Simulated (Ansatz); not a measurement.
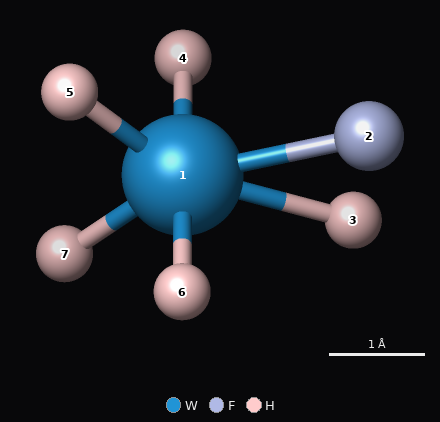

Fig. 1: The input geometry (ball-and-stick view, seen at a tilt; atoms are numbered from 1 in the order of the input). Sticks mark near contacts. Bond lengths as drawn: F–W 2.05 Å and H–W 1.72 to 1.92 Å.

## Run report: WH5F, nudged elastic band

System: WH5F.
Method: RKS PBE-D4/def2-SVP (Ansatz 0.2.0).

One setting was made poor on purpose. It belongs to a series of runs on one base structure; here: band between the two ends.

Input
```yaml
crystal:
  periodic: [false, false, false]
  atoms:
    - { symbol: W, position_ang: [0.0, 0.0, 0.0] }
    - { symbol: F, position_ang: [0.9293, 0.0, 1.8273] }
    - { symbol: H, position_ang: [1.7303, 0.0, 0.8322] }
    - { symbol: H, position_ang: [0.0, 1.72, 0.0] }
    - { symbol: H, position_ang: [-1.72, 0.0, 0.0] }
    - { symbol: H, position_ang: [0.0, -1.72, 0.0] }
    - { symbol: H, position_ang: [0.0, 0.0, -1.72] }
basis:
  gaussian: { orbitals: def2-SVP }
hamiltonian:
  xc: pbe
  dispersion: d4
neb:
  order_check: false
  images: 5
  f_tol: 0.05
  max_iterations: 60
  final_atoms:
    - { symbol: W, position_ang: [0.0, 0.0, 0.0] }
    - { symbol: F, position_ang: [0.9293, 0.0, 1.8273] }
    - { symbol: H, position_ang: [1.7303, 0.0, 0.8322] }
    - { symbol: H, position_ang: [0.0, 1.72, 0.0] }
    - { symbol: H, position_ang: [-1.72, 0.0, 0.0] }
    - { symbol: H, position_ang: [0.0, -1.72, 0.0] }
    - { symbol: H, position_ang: [0.0, 0.0, -1.72] }
  initial_path:
    images:
      - { positions_ang: [[0.0, 0.0, 0.0], [0.9293, 0.0, 1.8273], [1.7303, 0.0, 0.8322], [0.0, 1.72, 0.0], [-1.72, 0.0, 0.0], [0.0, -1.72, 0.0], [0.0, 0.0, -1.72]] }
      - { positions_ang: [[0.0, 0.0, 0.0], [0.9293, 0.0, 1.8273], [1.7303, 0.0, 0.8322], [0.0, 1.72, 0.0], [-1.72, 0.0, 0.0], [0.0, -1.72, 0.0], [0.0, 0.0, -1.72]] }
      - { positions_ang: [[0.0, 0.0, 0.0], [0.9293, 0.0, 1.8273], [1.7303, 0.0, 0.8322], [0.0, 1.72, 0.0], [-1.72, 0.0, 0.0], [0.0, -1.72, 0.0], [0.0, 0.0, -1.72]] }
      - { positions_ang: [[0.0, 0.0, 0.0], [0.9293, 0.0, 1.8273], [1.7303, 0.0, 0.8322], [0.0, 1.72, 0.0], [-1.72, 0.0, 0.0], [0.0, -1.72, 0.0], [0.0, 0.0, -1.72]] }
      - { positions_ang: [[0.0, 0.0, 0.0], [0.9293, 0.0, 1.8273], [1.7303, 0.0, 0.8322], [0.0, 1.72, 0.0], [-1.72, 0.0, 0.0], [0.0, -1.72, 0.0], [0.0, 0.0, -1.72]] }
      - { positions_ang: [[0.0, 0.0, 0.0], [0.9293, 0.0, 1.8273], [1.7303, 0.0, 0.8322], [0.0, 1.72, 0.0], [-1.72, 0.0, 0.0], [0.0, -1.72, 0.0], [0.0, 0.0, -1.72]] }
      - { positions_ang: [[0.0, 0.0, 0.0], [0.9293, 0.0, 1.8273], [1.7303, 0.0, 0.8322], [0.0, 1.72, 0.0], [-1.72, 0.0, 0.0], [0.0, -1.72, 0.0], [0.0, 0.0, -1.72]] }
```

Machine: 1 thread of Arm Neoverse V2, 24 GiB of memory available, shared host.

Run as:
```bash
ansatz run input.yaml --threads 1 --pin off --max-ram 2048MiB --backend cpu --events-out ev --progress --plain --runs-dir out
```

Output
```
Error: invalid value for `neb.final_atoms`: is identical to crystal.atoms — the two endpoints must differ for a path to exist
```

Outcome

| quantity | value |
| --- | --- |
| outcome | refused by the program |

What went wrong

The program refused the input: “invalid value for `neb.final_atoms`: is identical to crystal.atoms — the two endpoints must differ for a path to exist” A deliberately poor setting: ends not relaxed.
